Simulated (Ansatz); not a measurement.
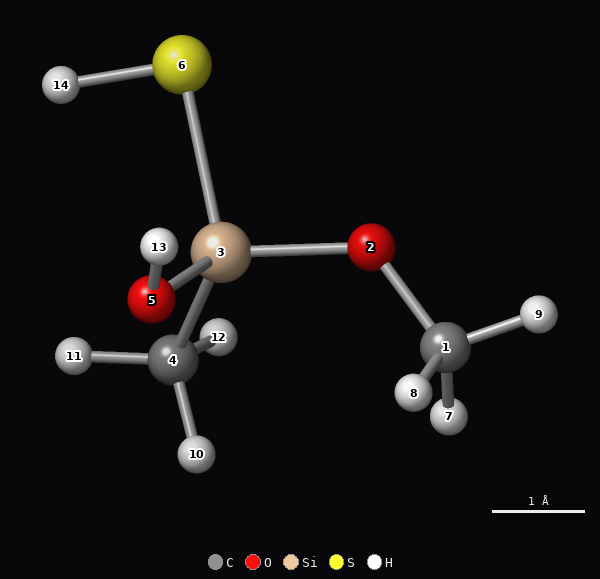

Figure 1. The input geometry (ball-and-stick view, seen at a tilt; atoms are numbered from 1 in the order of the input). Bond lengths as drawn: C–H 1.10 to 1.11 Å, C–O 1.41 Å, C–Si 1.86 Å, H–O 0.97 Å, H–S 1.35 Å, O–Si 1.66 to 1.67 Å and S–Si 2.15 Å.

## Run report: C₂H₈O₂SSi, nudged elastic band

The run: nudged elastic band of C₂H₈O₂SSi, SMILES CO[Si](C)(O)S. Method and program: RKS B3LYP-D4/def2-SVP (Ansatz 0.2.0).

It belongs to a series of runs on one base structure; here: band between the two ends. Figures and captions count atoms from 1; the log counts them from 0 in places.

What the program printed:
```
Engine: ansatz 0.2.0, x86_64-unknown-linux-gnu
Functional definition: B3LYP
  parameter a0 = 0.2
  parameter ax = 0.72
  parameter ac = 0.81
  exchange = (1 - a0 - ax)*slater_x + ax*b88_x + a0*exact_x
  correlation = (1 - ac)*vwn_rpa_c + ac*lyp_c
1389 factors; integrals over basis functions are off by at most 3.8e-4 eV
mean field evaluation 1: about -24993.3634 eV, gradient 7.7e1 eV
mean field evaluation 2: about -24981.8184 eV, gradient 1.1e2 eV
mean field evaluation 4: about -25005.2933 eV, gradient 3.7e0 eV
mean field evaluation 8: about -25005.3358 eV, gradient 5.3e-2 eV
mean field evaluation 16: about -25005.3358 eV, gradient 3.0e-5 eV
mean field -25005.33578805 eV, -918.9291409856 hartree, gradient 3.0e-5 eV, S^2 0.000000; 0 other end points of the search recorded, 0 dependent functions left out
the calculation of the forces begins
reference -25005.33605071 eV, -918.9291506379 hartree; 33, 33 occupied and 99, 99 virtual orbitals, 1389 factors
1389 factors; integrals over basis functions are off by at most 3.6e-4 eV
mean field evaluation 32: about -25005.3325 eV, gradient 2.9e-5 eV
mean field -25005.33247779 eV, -918.9290193359 hartree, gradient 2.9e-5 eV, S^2 0.000000; 0 other end points of the search recorded, 0 dependent functions left out
[... from here on the field's lines of each further geometry are left out, up to the last ...]
NEB iter   1: max|band force component| = 8.873e-1 eV/Å  barrier→ = 0.2222 eV  barrier← = 0.2186 eV  Δτ_max = 0.1990 Å  (293 SCF iters)
NEB iter   2: max|band force component| = 3.263e-1 eV/Å  barrier→ = 0.1047 eV  barrier← = 0.1011 eV  CI = image 4  Δτ_max = 0.1039 Å  (253 SCF iters)
NEB iter   3: max|band force component| = 2.292e-1 eV/Å  barrier→ = 0.0924 eV  barrier← = 0.0888 eV  CI = image 4  Δτ_max = 0.0487 Å  (239 SCF iters)
NEB iter   4: max|band force component| = 5.566e-2 eV/Å  barrier→ = 0.0905 eV  barrier← = 0.0870 eV  CI = image 4  Δτ_max = 0.0328 Å  (236 SCF iters)
NEB iter   5: max|band force component| = 4.883e-2 eV/Å  barrier→ = 0.0896 eV  barrier← = 0.0860 eV  CI = image 4  Δτ_max = 0.0292 Å  (236 SCF iters)
the calculation of the forces begins
reference -25005.32888217 eV, -918.9288871989 hartree; 33, 33 occupied and 99, 99 virtual orbitals, 1389 factors
1389 factors; integrals over basis functions are off by at most 3.9e-4 eV
mean field -25005.24544022 eV, -918.9258207641 hartree, gradient 7.7e-5 eV, S^2 0.000000; 1 other end points of the search recorded, 0 dependent functions left out
the calculation of the forces begins
reference -25005.24570263 eV, -918.9258304074 hartree; 33, 33 occupied and 99, 99 virtual orbitals, 1389 factors
NEB iter   6: max|band force component| = 2.230e-2 eV/Å  barrier→ = 0.0893 eV  barrier← = 0.0857 eV  CI = image 4  Δτ_max = 0.0000 Å  (490 SCF iters)
```

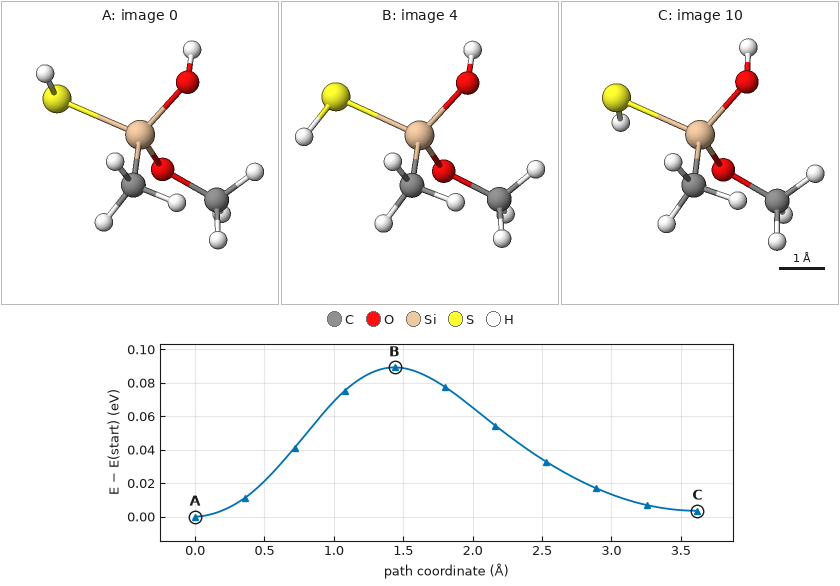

Figure 2. Images of the last band (counted from 0; ball-and-stick, seen at a tilt) above the energy along the path; the line is a cubic interpolation that uses the forces. The highest image is number 4, 0.089 eV above the start and 0.086 eV above the end (the climbing image); the end lies 0.004 eV above the start. The path is 3.62 Å long. The band converged in 6 iterations.

```
Total energy: -25005.80007835 eV, -918.9462033393 hartree
Atom 0 at    -1.949544     0.703302    -0.555373 Å, force    -0.001700     0.000926    -0.012090 eV/Å
Atom 1 at    -0.960410     0.795292     0.446295 Å, force    -0.011504     0.000657     0.012533 eV/Å
Atom 2 at     0.614489     0.285670     0.277073 Å, force     0.008472     0.000031    -0.001040 eV/Å
Atom 3 at     0.723853    -1.549505    -0.021533 Å, force     0.004219     0.009177    -0.011728 eV/Å
Atom 4 at     1.306709     1.028365    -1.043102 Å, force     0.001571    -0.007620    -0.002887 eV/Å
Atom 5 at     1.620604     0.869132     2.094310 Å, force     0.000884    -0.015931     0.008519 eV/Å
Atom 6 at    -2.229634    -0.346852    -0.762818 Å, force    -0.001081     0.002602     0.002370 eV/Å
Atom 7 at    -1.617948     1.161183    -1.505261 Å, force     0.000506    -0.000888     0.000102 eV/Å
Atom 8 at    -2.851777     1.232797    -0.211368 Å, force     0.000472     0.002969    -0.000121 eV/Å
Atom 9 at     0.254254    -1.807575    -0.984923 Å, force     0.002203     0.003561     0.004934 eV/Å
Atom 10 at     1.772927    -1.880473    -0.057978 Å, force     0.003225    -0.008024    -0.000841 eV/Å
Atom 11 at     0.204351    -2.107832     0.772819 Å, force    -0.001267    -0.004692     0.003949 eV/Å
Atom 12 at     1.452813     1.980631    -0.999085 Å, force    -0.006191    -0.000232     0.001180 eV/Å
Atom 13 at     1.646411    -0.393236     2.579844 Å, force     0.000190     0.017463    -0.004881 eV/Å
Dipole moment:    -0.152660    -0.157818    -0.225083 e Å
this run last wrote the band of iteration 6 to [file]
```

The last band as extended XYZ (Å, eV, eV/Å):
```
14
Properties=species:S:1:pos:R:3:forces:R:3 image=0 energy=-25005.88909
C    -1.8875    0.8394   -0.7093   -0.0144   0.0088  -0.0035
O    -0.9722    0.8791    0.3629    0.0087  -0.0069  -0.0017
Si    0.5349    0.1803    0.3608    0.0142   0.0076   0.0129
C     0.4750   -1.6623    0.1050   -0.0055  -0.0061  -0.0056
O     1.4857    0.7763   -0.8713   -0.0042  -0.0077  -0.0042
S     1.2610    0.7591    2.3027   -0.0025   0.0042   0.0027
H    -2.2699   -0.1829   -0.8885    0.0019  -0.0030   0.0043
H    -1.4368    1.2058   -1.6499    0.0020  -0.0011  -0.0001
H    -2.7455    1.4843   -0.4638   -0.0034   0.0014  -0.0030
H     0.0828   -1.9057   -0.8962    0.0019  -0.0014   0.0041
H     1.4798   -2.1059    0.1866   -0.0003   0.0015  -0.0013
H    -0.1728   -2.1317    0.8611   -0.0015  -0.0030  -0.0062
H     1.7082    1.7140   -0.8135    0.0023   0.0034   0.0034
H     2.4445    0.1210    2.1422    0.0008   0.0023  -0.0017
14
Properties=species:S:1:pos:R:3:forces:R:3 image=1 energy=-25005.87782
C    -1.9151    0.8179   -0.6837   -0.0017   0.0015  -0.0078
O    -0.9838    0.8694    0.3739   -0.0155  -0.0040   0.0038
Si    0.5421    0.2139    0.3438    0.0095  -0.0007   0.0014
C     0.5546   -1.6295    0.0831   -0.0029   0.0032  -0.0027
O     1.4337    0.8445   -0.9158    0.0038  -0.0127   0.0128
S     1.2798    0.7859    2.2839   -0.0114  -0.0144   0.0037
H    -2.2694   -0.2137   -0.8680   -0.0027   0.0039  -0.0031
H    -1.4914    1.2078   -1.6273    0.0041   0.0007   0.0003
H    -2.7881    1.4332   -0.4156    0.0013   0.0038  -0.0024
H     0.1272   -1.8864   -0.8999   -0.0016  -0.0021  -0.0008
H     1.5846   -2.0192    0.1081   -0.0031  -0.0083   0.0004
H    -0.0298   -2.1367    0.8654   -0.0079  -0.0051  -0.0022
H     1.6415    1.7858   -0.8655   -0.0023  -0.0019   0.0166
H     2.3012   -0.1018    2.2464    0.0304   0.0362  -0.0201
14
Properties=species:S:1:pos:R:3:forces:R:3 image=3 energy=-25005.81383
C    -1.9463    0.7434   -0.6023   -0.0044   0.0052  -0.0153
O    -0.9776    0.8262    0.4189   -0.0214  -0.0001   0.0021
Si    0.5858    0.2729    0.3010   -0.0003   0.0007   0.0071
C     0.6797   -1.5667    0.0237    0.0005   0.0072  -0.0061
O     1.3347    0.9714   -1.0138    0.0004  -0.0099   0.0062
S     1.4797    0.8687    2.1721   -0.0218  -0.0141   0.0198
H    -2.2440   -0.3035   -0.8011   -0.0040   0.0047  -0.0041
H    -1.5857    1.1817   -1.5507    0.0010   0.0012  -0.0044
H    -2.8437    1.2956   -0.2825   -0.0030   0.0054  -0.0082
H     0.2212   -1.8253   -0.9450    0.0009   0.0018   0.0085
H     1.7258   -1.9093   -0.0020    0.0009  -0.0053   0.0049
H     0.1464   -2.1143    0.8157   -0.0040  -0.0054   0.0066
H     1.5219    1.9167   -0.9692    0.0002  -0.0055   0.0110
H     1.8891   -0.3866    2.4640    0.0551   0.0141  -0.0280
14
Properties=species:S:1:pos:R:3:forces:R:3 image=4 energy=-25005.79982
C    -1.9495    0.7033   -0.5554   -0.0017   0.0009  -0.0121
O    -0.9604    0.7953    0.4463   -0.0115   0.0007   0.0125
Si    0.6145    0.2857    0.2771    0.0085   0.0000  -0.0010
C     0.7239   -1.5495   -0.0215    0.0042   0.0092  -0.0117
O     1.3067    1.0284   -1.0431    0.0016  -0.0076  -0.0029
S     1.6206    0.8691    2.0943    0.0009  -0.0159   0.0085
H    -2.2296   -0.3469   -0.7628   -0.0011   0.0026   0.0024
H    -1.6179    1.1612   -1.5053    0.0005  -0.0009   0.0001
H    -2.8518    1.2328   -0.2114    0.0005   0.0030  -0.0001
H     0.2543   -1.8076   -0.9849    0.0022   0.0036   0.0049
H     1.7729   -1.8805   -0.0580    0.0032  -0.0080  -0.0008
H     0.2044   -2.1078    0.7728   -0.0013  -0.0047   0.0039
H     1.4528    1.9806   -0.9991   -0.0062  -0.0002   0.0012
H     1.6464   -0.3932    2.5798    0.0002   0.0175  -0.0049
14
Properties=species:S:1:pos:R:3:forces:R:3 image=6 energy=-25005.83469
C    -1.9444    0.6166   -0.4484    0.0061  -0.0069   0.0049
O    -0.9055    0.7345    0.5006   -0.0059   0.0078   0.0065
Si    0.6730    0.2777    0.2327    0.0131  -0.0012   0.0011
C     0.7897   -1.5394   -0.1531    0.0002   0.0064  -0.0277
O     1.3145    1.1040   -1.0609    0.0216  -0.0075  -0.0054
S     1.7938    0.8133    1.9913    0.0060  -0.0264  -0.0031
H    -2.1931   -0.4402   -0.6614   -0.0005  -0.0011   0.0061
H    -1.6835    1.1041   -1.4057   -0.0002  -0.0025   0.0036
H    -2.8474    1.1040   -0.0486    0.0045  -0.0001   0.0089
H     0.2802   -1.7739   -1.1020   -0.0009  -0.0041  -0.0016
H     1.8412   -1.8513   -0.2402    0.0028  -0.0058  -0.0101
H     0.3168   -2.1331    0.6454    0.0028  -0.0016  -0.0015
H     1.3611    2.0654   -0.9958   -0.0154   0.0000   0.0061
H     1.1907   -0.1108    2.7751   -0.0342   0.0429   0.0121
14
Properties=species:S:1:pos:R:3:forces:R:3 image=7 energy=-25005.85610
C    -1.9464    0.5643   -0.3899    0.0049  -0.0078   0.0093
O    -0.8837    0.6993    0.5305   -0.0024   0.0072   0.0001
Si    0.6936    0.2680    0.2159    0.0124   0.0025   0.0049
C     0.8198   -1.5348   -0.2279   -0.0014   0.0056  -0.0213
O     1.3182    1.1302   -1.0620    0.0182  -0.0094  -0.0110
S     1.8248    0.7830    1.9738   -0.0071  -0.0217   0.0049
H    -2.1798   -0.4963   -0.6004   -0.0012  -0.0012   0.0052
H    -1.7224    1.0613   -1.3515   -0.0007  -0.0017   0.0033
H    -2.8470    1.0323    0.0374    0.0035  -0.0005   0.0082
H     0.2916   -1.7506   -1.1709   -0.0012  -0.0032  -0.0027
H     1.8731   -1.8305   -0.3471    0.0019  -0.0045  -0.0103
H     0.3755   -2.1558    0.5661    0.0033  -0.0024  -0.0026
H     1.3627    2.0891   -0.9631   -0.0083  -0.0022   0.0114
H     1.0072    0.1116    2.8180   -0.0219   0.0392   0.0006
14
Properties=species:S:1:pos:R:3:forces:R:3 image=9 energy=-25005.88214
C    -1.9608    0.4510   -0.2660   -0.0003  -0.0078   0.0071
O    -0.8579    0.5991    0.6036    0.0039   0.0036  -0.0087
Si    0.7181    0.2413    0.1953    0.0044   0.0084   0.0114
C     0.8965   -1.5217   -0.3718    0.0011   0.0026  -0.0002
O     1.2729    1.1840   -1.0584    0.0025  -0.0037  -0.0055
S     1.8302    0.6977    1.9858   -0.0121  -0.0096   0.0007
H    -2.1676   -0.6117   -0.4924   -0.0017   0.0000   0.0010
H    -1.8041    0.9812   -1.2231    0.0003   0.0008   0.0012
H    -2.8532    0.8751    0.2200    0.0015   0.0003   0.0040
H     0.3572   -1.6916   -1.3178    0.0001  -0.0011  -0.0026
H     1.9567   -1.7698   -0.5350    0.0010  -0.0011  -0.0055
H     0.4964   -2.2101    0.3888    0.0000  -0.0039  -0.0039
H     1.3729    2.1253   -0.8685    0.0009  -0.0029   0.0062
H     0.7297    0.6212    2.7684   -0.0015   0.0144  -0.0052
14
Properties=species:S:1:pos:R:3:forces:R:3 image=10 energy=-25005.88555
C    -1.7776    0.7768   -0.5927   -0.0018  -0.0049  -0.0070
O    -0.7836    0.8048    0.4098   -0.0003  -0.0009  -0.0004
Si    0.7153    0.0864    0.2785    0.0043   0.0038  -0.0059
C     0.5971   -1.7425   -0.0393   -0.0016  -0.0007   0.0010
O     1.5862    0.7080   -0.9974   -0.0017   0.0014   0.0012
S     1.6539    0.5687    2.1600   -0.0058  -0.0006  -0.0019
H    -2.1897   -0.2399   -0.7353    0.0042   0.0109   0.0018
H    -1.3906    1.1304   -1.5662   -0.0034  -0.0032   0.0100
H    -2.6035    1.4389   -0.2887    0.0039  -0.0033  -0.0019
H     0.1775   -1.9408   -1.0391    0.0007  -0.0001   0.0025
H     1.5937   -2.2090    0.0057   -0.0009  -0.0001  -0.0003
H    -0.0435   -2.2251    0.7148    0.0009  -0.0003  -0.0013
H     1.9067    1.6120   -0.8871    0.0001  -0.0021  -0.0002
H     0.5454    1.2024    2.6057    0.0014   0.0002   0.0025
```

This output came from the following input.

Input file:
```yaml
crystal:
  periodic: [false, false, false]
  atoms:
    - { symbol: C, position_ang: [-1.887475, 0.839417, -0.709278] }
    - { symbol: O, position_ang: [-0.972208, 0.879089, 0.362854] }
    - { symbol: Si, position_ang: [0.534858, 0.180291, 0.360816] }
    - { symbol: C, position_ang: [0.475007, -1.662272, 0.104987] }
    - { symbol: O, position_ang: [1.485675, 0.77628, -0.871271] }
    - { symbol: S, position_ang: [1.261038, 0.759137, 2.30272] }
    - { symbol: H, position_ang: [-2.26992, -0.182855, -0.888526] }
    - { symbol: H, position_ang: [-1.436815, 1.205753, -1.649853] }
    - { symbol: H, position_ang: [-2.745532, 1.484266, -0.463755] }
    - { symbol: H, position_ang: [0.082791, -1.905651, -0.896183] }
    - { symbol: H, position_ang: [1.479776, -2.105884, 0.186601] }
    - { symbol: H, position_ang: [-0.172813, -2.131671, 0.86106] }
    - { symbol: H, position_ang: [1.708214, 1.714008, -0.813518] }
    - { symbol: H, position_ang: [2.444503, 0.120992, 2.142247] }
basis:
  gaussian: { orbitals: def2-SVP }
hamiltonian:
  xc: b3lyp
  dispersion: d4
neb:
  order_check: false
  images: 9
  f_tol: 0.03
  max_iterations: 40
  initial_path: idpp
  final_atoms:
    - { symbol: C, position_ang: [-1.77185047, 0.85471445, -0.49478047] }
    - { symbol: O, position_ang: [-0.72408808, 0.83737215, 0.45170286] }
    - { symbol: Si, position_ang: [0.7325834, 0.05459112, 0.23879068] }
    - { symbol: C, position_ang: [0.51734574, -1.76686167, -0.07115936] }
    - { symbol: O, position_ang: [1.55850943, 0.63998419, -1.08327478] }
    - { symbol: S, position_ang: [1.79305803, 0.4918837, 2.06572869] }
    - { symbol: H, position_ang: [-2.23511298, -0.1428649, -0.61401273] }
    - { symbol: H, position_ang: [-1.42373751, 1.19291665, -1.4881364] }
    - { symbol: H, position_ang: [-2.55018998, 1.55157545, -0.146184] }
    - { symbol: H, position_ang: [0.03530958, -1.94480411, -1.04631202] }
    - { symbol: H, position_ang: [1.49363035, -2.27647508, -0.08062708] }
    - { symbol: H, position_ang: [-0.1013967, -2.22252048, 0.71713845] }
    - { symbol: H, position_ang: [1.92370823, 1.52891829, -0.99122982] }
    - { symbol: H, position_ang: [0.73932994, 1.17247023, 2.57125698] }
```

Launched with:
```bash
ansatz run input.yaml --threads 2 --pin off --max-ram 3072MiB --backend cpu --events-out ev --progress --plain --runs-dir out
```

Summary:

| quantity | value |
| --- | --- |
| outcome | converged |
| barrier, forward | 0.089 eV |
| barrier, backward | 0.086 eV |
| hardware | 2 threads of Intel Xeon @ 2.90GHz (Ice Lake), 16 GiB of memory available, shared host |
| wall time | 3.8 min (CPU time 7.3 min) |
| peak memory | 0.36 GiB |

Notes:

The order of the saddle point was not checked.
